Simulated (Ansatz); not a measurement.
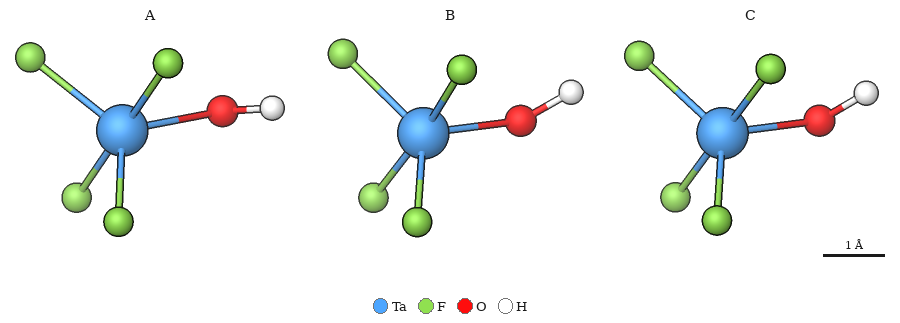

3 geometries from one relaxation of TaHOF4, in shuffled order. A ball-and-stick model, seen from a free direction.

The run prepares the start of a later molecular dynamics calculation, from a guessed geometry.

Level of theory: Ansatz, RKS r2SCAN-D4/def2-SVP. Set-up: no spin polarisation; force threshold 0.02 eV/Å; at most 40 steps.

Q: Put them in the order of the run, from the start to the converged end.

A: A, C, B. They are steps 0, 2, 7, at +50.3 kJ/mol, +5.24 kJ/mol relative to the last. The H atom moves most after the best rigid fit: 0.35 Å. By element the largest moves are H 0.35 Å, O 0.25 Å, F 0.24 Å, Ta 0.05 Å. Among the contacts that change: O–Ta 2.020 → 1.875 Å, F–Ta 1.930 → 1.872 Å, H–O 1.010 → 0.966 Å, F–Ta 1.930 → 1.898 Å. Bond angles that change, for instance: Ta–O–H 109.5° → 133.4°, F–Ta–F 180.0° → 173.3°, F–Ta–F 120.0° → 126.3°. Groups turn about O–Ta by about 35°. The energy falls by 50.3 kJ/mol in 7 geometry steps. Largest force component: 2.7 eV/Å at the start, 0.016 eV/Å at the end.
